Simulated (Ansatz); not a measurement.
# r2SCAN/def2-TZVPPD run of N2 (nitrogen)

What is the energy change on altering one bond length of N2 (nitrogen) at r2SCAN/def2-TZVPPD? 

The results are computed with Ansatz 0.2.0.

15 further runs of the same task are left out: 15 set aside as unsound or not needed.

### 1 The system as given

N2: 2 atoms, total charge 0, spin state singlet. As SMILES, `N#N`. Geometry: relaxed at PBE0-D4/def2-TZVP.

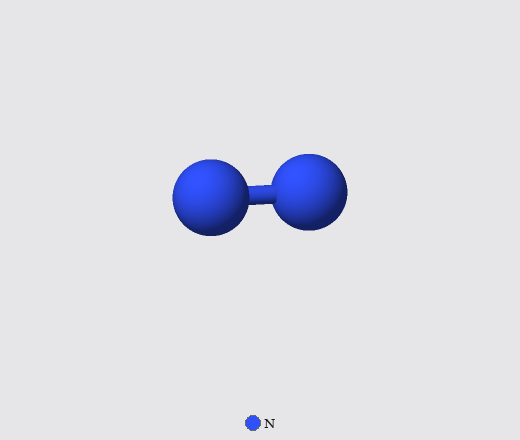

Viewed from a chosen angle; nitrogen blue.

### 2 A single-point energy at r2SCAN/def2-TZVPPD

Contents of run.yaml:

```yaml
crystal:
  periodic: [false, false, false]
  atoms:
    - {symbol: "N", position_ang: [0.465500, -0.150300, 0.239800]}
    - {symbol: N, position_ang: [-0.465500, 0.150300, -0.239800]}
basis:
  gaussian:
    orbitals: def2-TZVPPD.json
accuracy: high
hamiltonian:
  xc: {name: r2SCAN}
output: {orbitals: {seedname: orbitals}}
```

The basis set def2-TZVPPD is read from a file made from the Basis Set Exchange's data (not shown).

The run is started by

```sh
$ ansatz run run.yaml --threads 1 --pin off --max-ram 3480MiB --events-out events.jsonl --progress --plain --runs-dir runs
```

The program printed:

```text
Warning: RAYON_NUM_THREADS=1 ignored (pool sized by the plan → 1); use --threads N
Functional definition: r2SCAN
  name "r2SCAN"
  parameter k0 = 0.174
  parameter k1 = 0.065
  parameter a1 = 4.9479
  exchange = r2scan_x(k0 = k0, k1 = k1, a1 = a1)
  correlation = r2scan_c
1022 factors; integrals over basis functions are off by at most 3.0e-9 eV
mean field evaluation 1: about -2978.5955 eV, gradient 2.8e1 eV
mean field evaluation 2: about -2979.1882 eV, gradient 2.1e1 eV
mean field evaluation 4: about -2979.9815 eV, gradient 5.2e-1 eV
mean field evaluation 8: about -2979.9869 eV, gradient 7.2e-4 eV
mean field evaluation 16: about -2979.9869 eV, gradient 1.2e-7 eV
mean field -2979.98694050 eV, -109.5125001557 hartree, gradient 7.3e-9 eV, S^2 0.000000; 0 other end points of the search recorded, 0 dependent functions left out
reference -2979.98694107 eV, -109.5125001767 hartree; 7, 7 occupied and 67, 67 virtual orbitals, 1022 factors
Total energy: -2979.98694107 eV, -109.5125001767 hartree
```

It took 2.7 s on 1 thread of Arm Neoverse V1, shared host; peak memory 0.13 GiB.

### 3 The distorted shape at the same level

Contents of run.yaml:

```yaml
crystal:
  periodic: [false, false, false]
  atoms:
    - {symbol: N, position_ang: [1.210296, -0.390779, 0.623478]}
    - {symbol: "N", position_ang: [-0.465500, 0.150300, -0.239800]}
basis:
  gaussian:
    orbitals: def2-TZVPPD.json
hamiltonian:
  xc: r2scan
accuracy: high
output:
  orbitals: {seedname: orbitals}
```

The basis set def2-TZVPPD is read from a file made from the Basis Set Exchange's data (not shown).

The run is started by

```sh
$ ansatz run run.yaml --threads 1 --pin off --max-ram 3480MiB --events-out events.jsonl --progress --plain --runs-dir runs
```

The program printed, shortened:

```text
Warning: RAYON_NUM_THREADS=1 ignored (pool sized by the plan → 1); use --threads N
[... 7 set-up lines as earlier in the session ...]
1009 factors; integrals over basis functions are off by at most 2.8e-9 eV
mean field evaluation 1: about -2968.5104 eV, gradient 7.7e0 eV
mean field evaluation 2: about -2968.5724 eV, gradient 5.9e0 eV
mean field evaluation 4: about -2968.6433 eV, gradient 9.7e-2 eV
mean field evaluation 8: about -2968.6494 eV, gradient 1.7e-1 eV
mean field evaluation 16: about -2968.6494 eV, gradient 2.2e-8 eV
mean field -2968.64941785 eV, -109.0958538831 hartree, gradient 9.0e-9 eV, S^2 0.000000; 0 other end points of the search recorded, 0 dependent functions left out
reference -2968.64941829 eV, -109.0958538995 hartree; 7, 7 occupied and 67, 67 virtual orbitals, 1009 factors
Total energy: -2968.64941829 eV, -109.0958538995 hartree
```

Run time: 2.5 s. Hardware: 1 thread of Arm Neoverse V1, shared host; peak memory 0.13 GiB.

### 4 What came out

Level: r2SCAN/def2-TZVPPD.

| quantity | value |
| --- | --- |
| first shape: total energy | -109.51250 Eh |
| first shape: HOMO energy | -10.74 eV |
| first shape: LUMO energy | -1.53 eV |
| first shape: HOMO–LUMO gap | 9.21 eV |
| distorted shape: total energy | -109.09585 Eh |
| distorted shape: HOMO energy | -8.31 eV |
| distorted shape: LUMO energy | -6.61 eV |
| distorted shape: HOMO–LUMO gap | 1.70 eV |
| energy change with the N1–N2 bond stretched from 1.090 to 1.961 Å | 11.338 eV |

What this shows: With the N1–N2 bond stretched from 1.090 to 1.961 Å the energy rises by 11.34 eV (261 kcal/mol). The first shape isn't relaxed at this level, so the change isn't measured from a minimum. A restricted reference can't describe the breaking bond well at this length.
